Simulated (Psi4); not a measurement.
Intermolecular potential of CH3Cl ··· H4Si (SMILES CCl and [SiH4]). Monomers: optimised at B3LYP-D3(BJ) (def2-TZVP), held rigid. Orientation: lowest of the rigid-body minima from ten starts at GFN2-xTB. Only R, the distance of the centres of mass, is varied, so the lowest point isn't the relaxed dimer.

Level of theory: SAPT0/jun-cc-pVDZ, frozen core run with Psi4.

Components in kcal/mol:

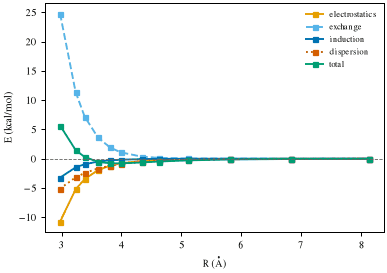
Figure: Components of the interaction energy.

| R / Å | electrostatics | exchange | induction | dispersion | total |
|---|---|---|---|---|---|
| 2.98 | -10.76 | 24.78 | -3.24 | -5.12 | 5.66 |
| 3.24 | -5.23 | 11.37 | -1.49 | -3.19 | 1.46 |
| 3.39 | -3.50 | 7.20 | -0.96 | -2.45 | 0.29 |
| 3.61 | -1.98 | 3.64 | -0.51 | -1.69 | -0.54 |
| 3.81 | -1.22 | 1.94 | -0.29 | -1.22 | -0.79 |
| 3.99 | -0.80 | 1.09 | -0.18 | -0.92 | -0.81 |
| 4.34 | -0.39 | 0.35 | -0.07 | -0.54 | -0.65 |
| 4.63 | -0.23 | 0.14 | -0.04 | -0.36 | -0.49 |
| 5.11 | -0.11 | 0.03 | -0.02 | -0.19 | -0.29 |
| 5.81 | -0.05 | 0.00 | -0.01 | -0.09 | -0.14 |
| 6.84 | -0.02 | 0.00 | 0.00 | -0.03 | -0.05 |
| 8.13 | -0.01 | 0.00 | 0.00 | -0.01 | -0.02 |
